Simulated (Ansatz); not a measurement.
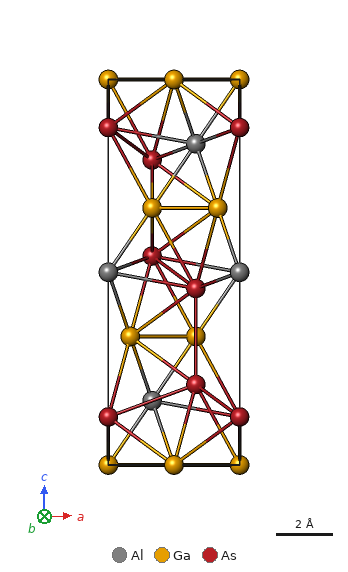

Starting structure of a crystal of AlGa$_{3}$As$_{2}$ (a generated structure, set up in R-3m). The picture is a ball-and-stick view of the conventional cell (3 times the calculation's cell), seen along the b axis. Lengths and directions refer to the drawn axes.

Computed with DFT PBE, scalar-relativistic, plane waves, PAW (Ansatz).

Input
```yaml
crystal:
  lattice:
    - [2.72963526, 1.57595565, 4.62973745]
    - [-2.72963526, 1.57595565, 4.62973745]
    - [0.0, -3.1519113, 4.62973745]
  atoms:
    - { symbol: Al, position: [0.5, 0.5, 0.5] }
    - { symbol: Ga, position: [0.0, 0.5, 0.5] }
    - { symbol: Ga, position: [0.5, 0.0, 0.5] }
    - { symbol: Ga, position: [0.5, 0.5, 0.0] }
    - { symbol: As, position: [0.124617, 0.124617, 0.124617] }
    - { symbol: As, position: [0.875383, 0.875383, 0.875383] }
basis:
  ecutwfc: 420
kpoints:
  mp_grid: { grid: [12, 12, 12] }
hamiltonian:
  xc: pbe
scf:
  occupations: { method: gaussian, width: 0.1 }
output:
  forces: true
  stress: true
  eigenvalues: true
  write_density: true
  write_potential: true
  elf: true
  volumetric_format: npy
relax:
  adjacent_minimum: "off"
  f_tol: 0.01
  max_steps: 80
  cell: { stress_tol: 0.05 }
```

Command:
```bash
ansatz run input.yaml --threads 1 --pin off --max-ram 2560MiB --backend cpu --events-out ev --progress --plain --runs-dir out
```

> What does the optimiser find from here?

The largest moves relative to the cell, 0.71 Å, are those of As5 and As6. As6 goes along −c. Ga and Al stay in place. The drawn cell changes as follows: a = b 5.459 → 5.200 Å (−4.7 %), c 13.889 → 15.575 Å (+12.1 %); the volume changes by +1.7 %. Some distances before and after: As5–As6 3.462 → 5.304 Å, Ga2–As5 3.232 → 3.714 Å, As5–As6 (another image) 3.361 → 3.004 Å, Ga2–As5 (another image) 3.300 → 2.950 Å. Among the angles between lasting bonds that change: Ga2–Al1–Ga3 121.7° → 128.6°, Al1–Ga2–Ga3 119.2° → 115.7°, Al1–Ga2–Ga3 60.8° → 64.3°. The space group stays R-3m (No. 166). Over 12 accepted moves (14 points after the start) the energy falls by 0.236 eV per cell of the calculation. The largest force component goes from 0.17 to 0.0027 eV/Å. The pressure goes from −1.88 to 0.03 GPa. The SCF was repeated twice at an unchanged geometry on a basis and grid sized afresh for the cell, which shifted the energy by 4.2 meV per cell of the calculation at most. Cost: 19 min on 1 thread of AMD EPYC 7R43 64-Core Processor (Zen 3), with other jobs on the host, peak memory 0.99 GiB.

Step by step:

```tsv
step	E − E(0), meV/atom	largest force component, eV/Å	pressure, GPa	volume, Å³/atom	note
0	0.00	0.1695	-1.88	19.916	
1	-8.01	0.2602	-0.03	19.217	
2	-20.21	0.1569	2.41	18.605	
3	-27.28	0.0314	2.17	18.843	
4	-33.00	0.0112	-0.22	19.662	
5	-34.91	0.0010	-0.14	19.693	
6	-37.33	0.0608	0.25	19.757	
7	-37.91	0.0035	0.07	19.889	
8	-38.26	0.0124	-0.03	20.026	
9	-38.58	0.0064	0.04	20.124	
10	-38.58	0.0018	0.02	20.154	
11	-39.28	0.0029	0.09	20.154	same geometry, new basis
12	-39.35	0.0026	-0.02	20.242	
13	-39.36	0.0027	0.03	20.263	
14	-39.39	0.0027	0.03	20.263	same geometry, new basis
```

Final geometry:

```
Al Ga As
1.0
     2.60003    1.50113    5.19159
    -2.60003    1.50113    5.19159
     0.00000   -3.00225    5.19159
Al Ga As
1 3 2
Direct
  0.50000 0.50000 0.50000
  0.00000 0.50000 0.50000
  0.50000 0.00000 0.50000
  0.50000 0.50000 0.00000
  0.17028 0.17028 0.17028
  0.82972 0.82972 0.82972
```

After the run, drawn alike:

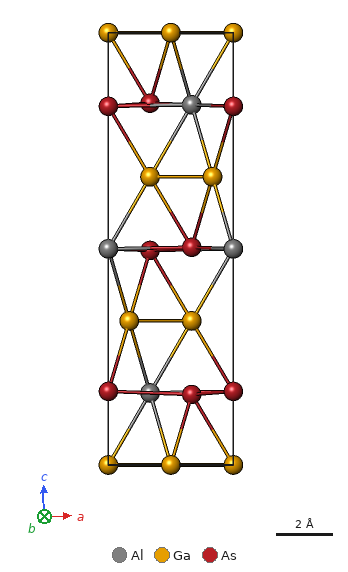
